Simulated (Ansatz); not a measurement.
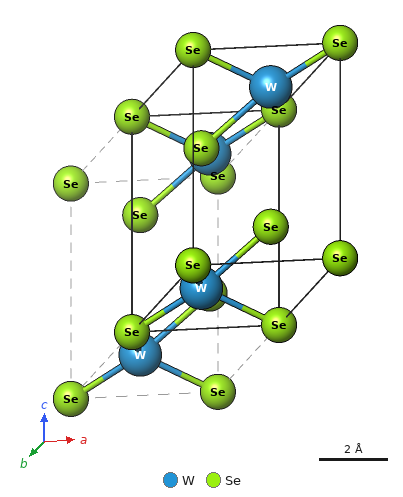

The figure gives a ball-and-stick picture of the atoms, viewed from a general direction. Shown are 1×2×1 repeats of the conventional unit cell, one of them outlined in solid lines.

In words:

- The structure is one of W$_{2}$Se$_{3}$.
- It belongs to space group P-3m1 (No. 164) and has a primitive hexagonal lattice.
- Cell content 2 W, 3 Se; Z = 1.
- W is coordinated by seven Se and three W (about 2.6 to 2.8 Å to Se, 2.8 Å to W). Se takes two kinds of site: 1a with six W at about 2.6 Å; 2d with four W at about 2.6 to 2.8 Å.
- The bonds build W2Se3 layers parallel to (001).

The structure was taken from a textbook structure type filled with these elements (whether it is the usual form wasn't checked). This is the structure after a relaxation with Ansatz, DFT PBE, scalar-relativistic, plane waves, PAW.
